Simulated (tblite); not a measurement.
# Geometry relaxation, with input and output: C3H8FGeP

C3H8FGeP, computed with GFN2-xTB geometry optimisation, gas phase (tblite 0.8.0).

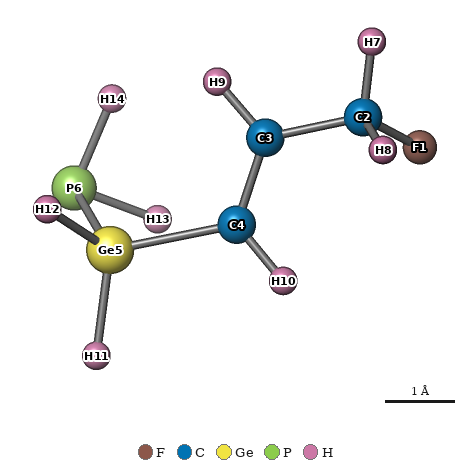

Fig. 1: The starting structure (ball-and-stick view, seen at a tilt; atoms are numbered from 1 in the order of the input). Sticks mark near contacts.

The input:
```
{"job": {"xc": "GFN2-xTB", "basis": "xTB", "kind": "relax"}, "charge": 0, "multiplicity": 1}
F      2.178100     1.845300    -0.496300
C      2.199200     0.812800     0.405900
C      0.869200     0.148100     0.495800
C      0.324900    -0.448400    -0.580000
Ge    -1.401000    -1.299300    -0.448000
P     -2.987200     0.268200     0.056600
H      2.480400     1.214100     1.408900
H      2.977600     0.072800     0.108900
H      0.326000     0.163500     1.436500
H      0.854000    -0.487200    -1.512900
H     -1.748400    -1.947700    -1.821700
H     -1.374200    -2.391000     0.647500
H     -2.479700     1.234200    -0.891700
H     -2.219700     0.814200     1.168500
```

The first line tells a small driver script what to run in tblite; the rest is the geometry in Å.

Launched with:
```bash
OMP_NUM_THREADS=1 python <driver script> task.json out
```

What the program printed:
```
step      E/eV     max force
  0    -534.07938    1.506
  1    -534.15791    1.296
  2    -534.20995    0.421
  3    -534.22993    0.476
  4    -534.24187    0.465
  5    -534.25422    0.224
  6    -534.25797    0.143
  7    -534.26025    0.137
  8    -534.26213    0.139
  9    -534.26369    0.076
 10    -534.26470    0.082
 11    -534.26561    0.082
 12    -534.26679    0.110
 13    -534.26809    0.105
 14    -534.26909    0.087
 15    -534.26976    0.081
 16    -534.27041    0.088
 17    -534.27127    0.099
 18    -534.27223    0.093
 19    -534.27299    0.068
 20    -534.27351    0.058
 21    -534.27398    0.068
 22    -534.27456    0.094
 23    -534.27524    0.110
 24    -534.27589    0.084
 25    -534.27642    0.059
 26    -534.27687    0.075
 27    -534.27735    0.085
 28    -534.27790    0.072
 29    -534.27848    0.084
 30    -534.27910    0.089
 31    -534.27980    0.081
 32    -534.28055    0.104
 33    -534.28129    0.094
 34    -534.28198    0.066
 35    -534.28267    0.074
 36    -534.28364    0.133
 37    -534.28518    0.172
 38    -534.28726    0.178
 39    -534.28937    0.150
 40    -534.29131    0.105
 41    -534.29305    0.147
 42    -534.29512    0.183
 43    -534.29784    0.213
 44    -534.30043    0.198
 45    -534.30368    0.145
 46    -534.30726    0.189
 47    -534.31000    0.203
 48    -534.31545    0.200
 49    -534.32063    0.174
 50    -534.32493    0.158
 51    -534.31800    0.524
 52    -534.33000    0.139
 53    -534.33243    0.135
 54    -534.34181    0.294
 55    -534.34584    0.132
 56    -534.34755    0.098
 57    -534.34930    0.142
 58    -534.35065    0.092
 59    -534.35206    0.113
 60    -534.35490    0.140
 61    -534.35632    0.091
 62    -534.35787    0.083
 63    -534.35958    0.124
 64    -534.36183    0.136
 65    -534.36357    0.105
 66    -534.36497    0.086
 67    -534.36611    0.075
 68    -534.36706    0.091
 69    -534.36775    0.069
 70    -534.36831    0.065
 71    -534.36891    0.065
 72    -534.36956    0.060
 73    -534.37015    0.055
 74    -534.37058    0.044
 75    -534.37084    0.050
 76    -534.37102    0.048
 77    -534.37121    0.037
 78    -534.37140    0.038
 79    -534.37156    0.028
 80    -534.37166    0.029
 81    -534.37173    0.024
 82    -534.37181    0.025
 83    -534.37187    0.022
 84    -534.37192    0.014
 85    -534.37194    0.012
 86    -534.37196    0.012
 87    -534.37199    0.014
 88    -534.37202    0.012
 89    -534.37206    0.014
 90    -534.37210    0.014
 91    -534.37212    0.013
 92    -534.37215    0.011
 93    -534.37216    0.013
 94    -534.37218    0.011
 95    -534.37220    0.010
 96    -534.37222    0.012
 97    -534.37226    0.015
 98    -534.37231    0.019
 99    -534.37237    0.022
100    -534.37243    0.022
101    -534.37250    0.021
102    -534.37258    0.022
103    -534.37266    0.021
104    -534.37271    0.020
105    -534.37274    0.014
106    -534.37276    0.010
107    -534.37278    0.010
108    -534.37280    0.011
109    -534.37282    0.012
110    -534.37284    0.010
111    -534.37285    0.009
112    -534.37287    0.008
113    -534.37288    0.011
114    -534.37289    0.010
115    -534.37290    0.009
116    -534.37291    0.007
117    -534.37292    0.007
118    -534.37293    0.010
119    -534.37293    0.010
120    -534.37294    0.008
121    -534.37295    0.010
122    -534.37296    0.007
123    -534.37297    0.006
124    -534.37298    0.005
125    -534.37298    0.005
126    -534.37299    0.005
127    -534.37299    0.007
128    -534.37299    0.007
129    -534.37300    0.009
130    -534.37301    0.006
131    -534.37301    0.008
132    -534.37302    0.011
133    -534.37304    0.015
134    -534.37306    0.020
135    -534.37308    0.019
136    -534.37310    0.015
137    -534.37312    0.012
138    -534.37313    0.013
139    -534.37315    0.010
140    -534.37315    0.006
141    -534.37316    0.007
142    -534.37316    0.008
143    -534.37317    0.008
144    -534.37317    0.006
145    -534.37317    0.004
146    -534.37318    0.003
```

Trajectory as extended XYZ (Å, eV, eV/Å), 12 frames, from step=0 to step=146:
```
14
Properties=species:S:1:pos:R:3:forces:R:3 step=0 energy=-534.07938
F     2.1781    1.8453   -0.4963    0.1760  -0.0840   0.0350
C     2.1992    0.8128    0.4059    0.5220  -0.2190   1.0810
C     0.8692    0.1481    0.4958   -0.6090  -0.6910  -1.1920
C     0.3249   -0.4484   -0.5800    0.5000   0.2470   1.1690
Ge   -1.4010   -1.2993   -0.4480   -0.5240  -0.4480  -0.2850
P    -2.9872    0.2682    0.0566    0.3310   0.9950   0.2970
H     2.4804    1.2141    1.4089   -0.0210   0.0850  -0.6330
H     2.9776    0.0728    0.1089   -0.2850   0.5150  -0.1340
H     0.3260    0.1635    1.4365    0.2050   0.0790  -0.1270
H     0.8540   -0.4872   -1.5129    0.1850   0.1590  -0.1490
H    -1.7484   -1.9477   -1.8217    0.1650   0.0870   0.5830
H    -1.3742   -2.3910    0.6475   -0.0090   0.2530  -0.4200
H    -2.4797    1.2342   -0.8917   -0.1830  -0.6210   0.6190
H    -2.2197    0.8142    1.1685   -0.4510  -0.3570  -0.8440
14
Properties=species:S:1:pos:R:3:forces:R:3 step=13 energy=-534.26809
F     2.2006    1.8359   -0.4825    0.0220   0.0420  -0.0460
C     2.2251    0.8055    0.4322    0.0550  -0.0210   0.0870
C     0.8915    0.1214    0.4851   -0.0390  -0.0750  -0.0500
C     0.3331   -0.4706   -0.5611    0.0360  -0.0480   0.0410
Ge   -1.4504   -1.2758   -0.4651   -0.0250   0.0470   0.0340
P    -3.0394    0.3025    0.0706   -0.0210  -0.0890  -0.0390
H     2.4939    1.2478    1.3970    0.0060   0.0130  -0.0330
H     3.0162    0.1201    0.1024   -0.0150   0.0230  -0.0030
H     0.3702    0.1579    1.4330    0.0300   0.0090   0.0300
H     0.8632   -0.4853   -1.5032   -0.0020   0.0320  -0.0230
H    -1.7476   -1.9804   -1.7615    0.0010   0.0100  -0.0450
H    -1.4146   -2.3703    0.5710   -0.0220  -0.0130   0.0400
H    -2.4946    1.1966   -0.8389   -0.0260   0.0520  -0.0290
H    -2.2477    0.7941    1.0987   -0.0010   0.0200   0.0380
14
Properties=species:S:1:pos:R:3:forces:R:3 step=26 energy=-534.27687
F     2.2118    1.8254   -0.5048   -0.0010  -0.0390   0.0040
C     2.2547    0.8087    0.4290   -0.0290   0.0000  -0.0280
C     0.9326    0.0974    0.4957    0.0210  -0.0150   0.0420
C     0.3543   -0.4872   -0.5426   -0.0010   0.0090  -0.0190
Ge   -1.4452   -1.2642   -0.4569    0.0110  -0.0200  -0.0220
P    -3.0752    0.2725    0.0427   -0.0300   0.0650   0.0230
H     2.5106    1.2759    1.3840    0.0190   0.0080   0.0020
H     3.0606    0.1374    0.1095    0.0010  -0.0050   0.0060
H     0.4408    0.1079    1.4596    0.0040   0.0110   0.0290
H     0.8581   -0.4743   -1.4998   -0.0130   0.0240  -0.0180
H    -1.7295   -1.9510   -1.7689    0.0160  -0.0100   0.0000
H    -1.4795   -2.3580    0.5846    0.0310   0.0110  -0.0110
H    -2.5717    1.2161   -0.8429   -0.0010  -0.0310  -0.0300
H    -2.3230    0.7929    1.0886   -0.0280  -0.0070   0.0210
14
Properties=species:S:1:pos:R:3:forces:R:3 step=39 energy=-534.28937
F     2.2243    1.6988   -0.6035    0.0510  -0.0130  -0.0310
C     2.3049    0.7733    0.4143    0.0280  -0.0010   0.0980
C     0.9985    0.0455    0.5596   -0.0580   0.0470  -0.0980
C     0.3374   -0.4211   -0.4909    0.0320   0.0340   0.0180
Ge   -1.4446   -1.2238   -0.4439    0.0730   0.0020   0.0560
P    -3.1696    0.2308   -0.0207   -0.1490   0.0170  -0.0040
H     2.5643    1.3301    1.3199   -0.0050   0.0060   0.0140
H     3.1294    0.0965    0.1508   -0.0620   0.0070   0.0100
H     0.5938   -0.0248    1.5623    0.0590  -0.0490  -0.0590
H     0.7820   -0.2959   -1.4704   -0.0080   0.0410  -0.0010
H    -1.6495   -1.9113   -1.7682   -0.0310  -0.0210  -0.0030
H    -1.4486   -2.3172    0.5924   -0.0310  -0.0360   0.0300
H    -2.6830    1.1953   -0.8874    0.0320   0.0110  -0.0660
H    -2.5400    0.8233    1.0634    0.0690  -0.0440   0.0360
14
Properties=species:S:1:pos:R:3:forces:R:3 step=53 energy=-534.33243
F     2.4228    1.4965   -0.7388   -0.0130  -0.1260   0.0020
C     2.3813    0.7367    0.4061   -0.0150   0.0170  -0.0090
C     1.0702    0.0258    0.5732    0.0650   0.0200   0.0030
C     0.2550   -0.2271   -0.4378    0.0050   0.0270  -0.0570
Ge   -1.4498   -1.1752   -0.3811   -0.0730  -0.0120  -0.0360
P    -3.3056    0.1601   -0.1331    0.0460   0.0210   0.0430
H     2.5994    1.4236    1.2287   -0.0680  -0.0130   0.1160
H     3.1851   -0.0067    0.3304    0.0950   0.0520  -0.0220
H     0.8712   -0.3091    1.5837   -0.0210  -0.0100  -0.0620
H     0.5401    0.1472   -1.4133   -0.0250   0.0230  -0.0380
H    -1.5936   -1.9063   -1.6892    0.0410  -0.0270  -0.0660
H    -1.4101   -2.2694    0.6516    0.0060   0.0160   0.1070
H    -2.7876    1.1214   -0.9972   -0.0210  -0.0210   0.0820
H    -2.7791    0.7821    0.9947   -0.0220   0.0340  -0.0630
14
Properties=species:S:1:pos:R:3:forces:R:3 step=66 energy=-534.36497
F     2.5547    1.3597   -0.7813   -0.0190  -0.0140  -0.0620
C     2.4198    0.6954    0.4106   -0.0200   0.0620  -0.0140
C     1.1238   -0.0482    0.5047    0.0500  -0.0210   0.0250
C     0.2205   -0.1232   -0.4586   -0.0230   0.0070   0.0370
Ge   -1.4473   -1.1370   -0.3580   -0.0010  -0.0250  -0.0350
P    -3.3650    0.1239   -0.1601   -0.0080  -0.0330  -0.0310
H     2.4869    1.4591    1.1945    0.0330  -0.0120   0.0780
H     3.2763    0.0119    0.4871   -0.0520   0.0100   0.0340
H     0.9799   -0.5468    1.4545    0.0170  -0.0370  -0.0090
H     0.4025    0.4135   -1.3803    0.0220  -0.0070  -0.0520
H    -1.5137   -1.9507   -1.6285   -0.0480  -0.0150   0.0090
H    -1.3621   -2.1534    0.7616    0.0200   0.0710  -0.0250
H    -2.8924    1.1036   -1.0250    0.0060  -0.0180   0.0230
H    -2.8848    0.7917    0.9566    0.0230   0.0330   0.0220
14
Properties=species:S:1:pos:R:3:forces:R:3 step=79 energy=-534.37156
F     2.5515    1.3748   -0.7613   -0.0050   0.0050  -0.0160
C     2.3986    0.7047    0.4253   -0.0020   0.0010  -0.0100
C     1.1148   -0.0617    0.4812    0.0040   0.0000   0.0010
C     0.2272   -0.1291   -0.4981    0.0010  -0.0200  -0.0180
Ge   -1.4421   -1.1416   -0.3824    0.0200   0.0180   0.0060
P    -3.3440    0.1322   -0.1392    0.0090   0.0160   0.0120
H     2.4431    1.4599    1.2202   -0.0070  -0.0070   0.0220
H     3.2581    0.0291    0.5203    0.0080  -0.0010   0.0100
H     0.9638   -0.5896    1.4140    0.0020   0.0040   0.0110
H     0.4233    0.4157   -1.4131   -0.0200   0.0020  -0.0020
H    -1.5667   -2.0037   -1.6150   -0.0020   0.0020   0.0050
H    -1.3185   -2.0995    0.7789   -0.0020  -0.0100  -0.0050
H    -2.8853    1.1067   -1.0156   -0.0050  -0.0060  -0.0020
H    -2.8243    0.8014    0.9626   -0.0020  -0.0040  -0.0140
14
Properties=species:S:1:pos:R:3:forces:R:3 step=92 energy=-534.37215
F     2.5388    1.3981   -0.7487    0.0020  -0.0030   0.0000
C     2.3902    0.7109    0.4288    0.0010   0.0010   0.0000
C     1.1097   -0.0612    0.4760    0.0050   0.0000   0.0020
C     0.2329   -0.1474   -0.5117    0.0050   0.0010   0.0020
Ge   -1.4407   -1.1484   -0.3843   -0.0060  -0.0050  -0.0010
P    -3.3294    0.1430   -0.1247    0.0030  -0.0060   0.0010
H     2.4296    1.4533    1.2367   -0.0020  -0.0030  -0.0060
H     3.2533    0.0380    0.5166   -0.0030   0.0100  -0.0040
H     0.9508   -0.5753    1.4154   -0.0060  -0.0050   0.0030
H     0.4302    0.3849   -1.4337    0.0010   0.0040   0.0090
H    -1.5830   -2.0072   -1.6170   -0.0030   0.0020   0.0000
H    -1.3172   -2.1124    0.7724   -0.0020   0.0000  -0.0030
H    -2.8752    1.1084   -1.0129    0.0000  -0.0030  -0.0070
H    -2.7906    0.8147    0.9649    0.0060   0.0060   0.0040
14
Properties=species:S:1:pos:R:3:forces:R:3 step=106 energy=-534.37276
F     2.5277    1.3990   -0.7479    0.0060  -0.0010  -0.0040
C     2.3847    0.7150    0.4321   -0.0050   0.0010  -0.0010
C     1.1145   -0.0739    0.4774   -0.0060  -0.0020   0.0010
C     0.2319   -0.1532   -0.5058   -0.0080  -0.0030  -0.0010
Ge   -1.4418   -1.1555   -0.3800    0.0010   0.0010  -0.0040
P    -3.3173    0.1502   -0.1016    0.0010   0.0050  -0.0010
H     2.4089    1.4622    1.2357   -0.0010   0.0030   0.0080
H     3.2577    0.0570    0.5274    0.0040  -0.0040  -0.0060
H     0.9652   -0.6034    1.4096    0.0040   0.0010   0.0080
H     0.4194    0.3959   -1.4201   -0.0020  -0.0020   0.0030
H    -1.6019   -1.9967   -1.6227    0.0040   0.0030  -0.0010
H    -1.3195   -2.1365    0.7618    0.0040   0.0040   0.0020
H    -2.8827    1.0804   -1.0367   -0.0080  -0.0010   0.0010
H    -2.7475    0.8591    0.9485    0.0070  -0.0050  -0.0050
14
Properties=species:S:1:pos:R:3:forces:R:3 step=119 energy=-534.37293
F     2.5207    1.4015   -0.7463    0.0030  -0.0010   0.0020
C     2.3813    0.7159    0.4333    0.0020  -0.0010   0.0010
C     1.1131   -0.0765    0.4800    0.0000   0.0060   0.0020
C     0.2298   -0.1563   -0.5026    0.0040   0.0010  -0.0020
Ge   -1.4428   -1.1581   -0.3814   -0.0070   0.0020   0.0040
P    -3.3123    0.1537   -0.0913   -0.0020  -0.0090   0.0040
H     2.4048    1.4624    1.2381    0.0010  -0.0040  -0.0010
H     3.2565    0.0598    0.5257   -0.0030   0.0020  -0.0020
H     0.9670   -0.6062    1.4128   -0.0020  -0.0010   0.0010
H     0.4164    0.3942   -1.4159    0.0030   0.0040  -0.0030
H    -1.6029   -1.9924   -1.6282    0.0010  -0.0040  -0.0010
H    -1.3191   -2.1410    0.7584   -0.0010  -0.0020   0.0000
H    -2.8929    1.0713   -1.0452   -0.0010   0.0030   0.0000
H    -2.7202    0.8711    0.9404    0.0010   0.0040  -0.0040
14
Properties=species:S:1:pos:R:3:forces:R:3 step=132 energy=-534.37302
F     2.5230    1.4031   -0.7435    0.0030   0.0000   0.0000
C     2.3824    0.7146    0.4342   -0.0030   0.0000   0.0020
C     1.1116   -0.0737    0.4801    0.0010   0.0020   0.0020
C     0.2292   -0.1525   -0.5033    0.0030  -0.0030  -0.0040
Ge   -1.4426   -1.1577   -0.3823    0.0070   0.0040  -0.0020
P    -3.3129    0.1505   -0.0854   -0.0040   0.0100   0.0000
H     2.4100    1.4582    1.2413    0.0000  -0.0010   0.0010
H     3.2549    0.0547    0.5236   -0.0010   0.0010  -0.0030
H     0.9636   -0.6026    1.4131   -0.0010  -0.0040   0.0010
H     0.4177    0.3981   -1.4164   -0.0030  -0.0030   0.0000
H    -1.6009   -1.9948   -1.6280   -0.0010   0.0050   0.0030
H    -1.3176   -2.1410    0.7572    0.0020   0.0010   0.0010
H    -2.9061    1.0654   -1.0483   -0.0020  -0.0100   0.0040
H    -2.7130    0.8772    0.9356   -0.0030  -0.0030  -0.0040
14
Properties=species:S:1:pos:R:3:forces:R:3 step=146 energy=-534.37318
F     2.5294    1.4041   -0.7375    0.0000   0.0030  -0.0010
C     2.3877    0.7105    0.4371    0.0000   0.0000  -0.0020
C     1.1145   -0.0736    0.4809   -0.0010  -0.0010   0.0010
C     0.2300   -0.1454   -0.5012    0.0000  -0.0010   0.0000
Ge   -1.4409   -1.1517   -0.3788   -0.0010   0.0020   0.0010
P    -3.3195    0.1422   -0.0694    0.0000  -0.0010   0.0000
H     2.4197    1.4499    1.2479   -0.0010   0.0000   0.0010
H     3.2578    0.0468    0.5214    0.0010  -0.0010   0.0000
H     0.9663   -0.6074    1.4111    0.0000  -0.0010   0.0010
H     0.4172    0.4083   -1.4125    0.0000   0.0010   0.0000
H    -1.6033   -1.9816   -1.6285    0.0010  -0.0010   0.0010
H    -1.3065   -2.1403    0.7550    0.0000   0.0000   0.0000
H    -2.9463    1.0346   -1.0655    0.0000   0.0020  -0.0010
H    -2.7069    0.9030    0.9180    0.0000   0.0000   0.0000
```

Key numbers:

| quantity | value |
| --- | --- |
| outcome | converged |
| total energy | −534.3732 eV |
| hardware | 1 CPU thread, shared host |
| wall time | 0.65 s |
| peak memory | 0.18 GiB |
